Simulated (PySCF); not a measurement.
BCl$_{4}$Li

The calculation's input:

```
{"job": {"kind": "inter", "xc": "wB97M-D3(BJ)", "basis": "def2-SVPD", "pairs": false}, "charge": 0, "multiplicity": 1, "parts": [{"atoms": "0-3", "charge": 0, "multiplicity": 1}, {"atoms": "4-5", "charge": 0, "multiplicity": 1}]}
Cl     0.649979     1.230110    -0.956096
B      0.050091    -0.126938    -0.014037
Cl    -1.281529     0.189151     1.088070
Cl     0.737044    -1.698651    -0.164219
Li    -1.168277     2.632054     0.245906
Cl    -1.996070     4.500105     0.469234
```

Launched as:

```sh
OMP_NUM_THREADS=1 python cluster_run.py task.json out
```

Geometry: PBE0-D3(BJ)/def2-SVPD.

These are results of PySCF, wB97M-D3(BJ)/def2-SVPD, SCF density, gas phase, not measurements.

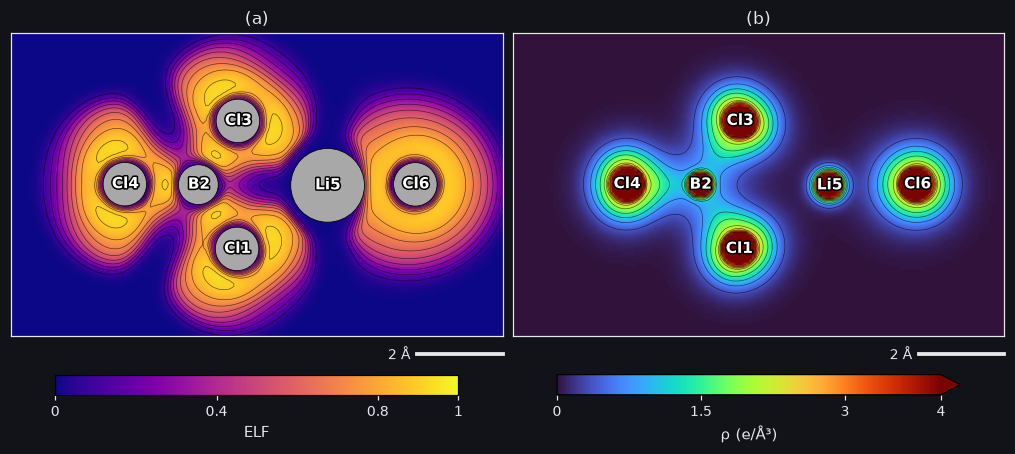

Figure 1. (a) electron localisation function; (b) total electron density on the molecular plane. Grey discs cover the atomic cores in the ELF map.

What do the fields say about this system?

Atoms in the plane: Cl, B and Li. B–Cl (1.72 Å): the density is about 1.4 e/Å³ at the midpoint; the ELF peaks at about 0.90 between the atoms (a polar covalent bond). Li–Cl (2.06 Å): the density is about 0.58 e/Å³ at the midpoint; the ELF peaks at about 0.90 in the valence shell of Cl, 0.8 Å from its nucleus, and falls to about 0.10 next to Li: a largely ionic contact. The ELF also peaks beside Cl4, away from the bonds: lone-pair regions.

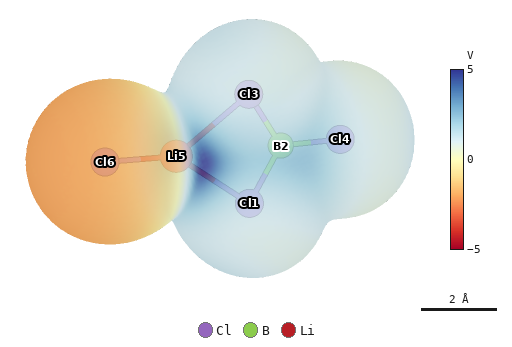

Figure 2. The molecular electrostatic potential painted on the density surface at 0.001 e/bohr³, seen at a tilt; red is negative and blue positive.

Describe the electrostatic potential map.

The most negative region (about −2.0 V, or −46 kcal/mol for a unit charge) lies over Cl6, the most positive (about +4.5 V, or +104 kcal/mol for a unit charge) over Li5. Cl4 shows a σ-hole: about +1.3 V, or +30 kcal/mol for a unit charge at the tip opposite its bond, against about +0.8 V, or +18 kcal/mol for a unit charge on its flanks.

How polar is the molecule by this calculation?

Its dipole moment is 9.34 D.
